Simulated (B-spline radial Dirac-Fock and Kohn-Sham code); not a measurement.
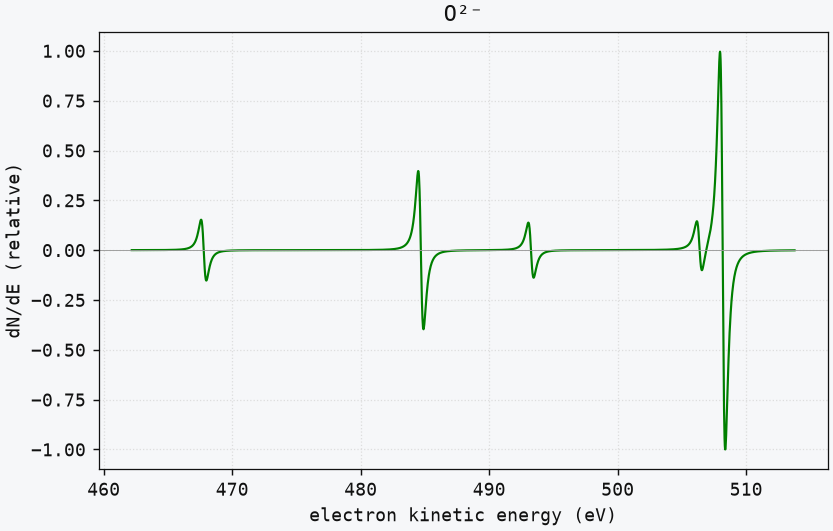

**Figure.** The Auger multiplet of a K hole with both final holes in L123, broadened by 0.70 eV full width and differentiated. Kinetic energies count from the vacuum level; very weak lines are left out. Lines are named by their largest jj component, which in light atoms can differ from the customary names. System: O²⁻, configuration [Ne], inside a Watson sphere of charge +2 and radius 1.704 Å that stands in for a crystal. Method: Dirac–Fock ΔSCF energies in intermediate coupling of the two holes, Coulomb rates, valence shells as spectators (computed with a radial B-spline solver).

The strongest line is K-L2L3 J=2 at 508.2 eV (55 % of the multiplet), followed by K-L1L3 J=1 at 484.7 eV (22 %), K-L1L1 J=0 at 467.8 eV (8.4 %), K-L3L3 J=0 at 506.4 eV (7.1 %). The lines shown span 467.8 eV to 508.2 eV.
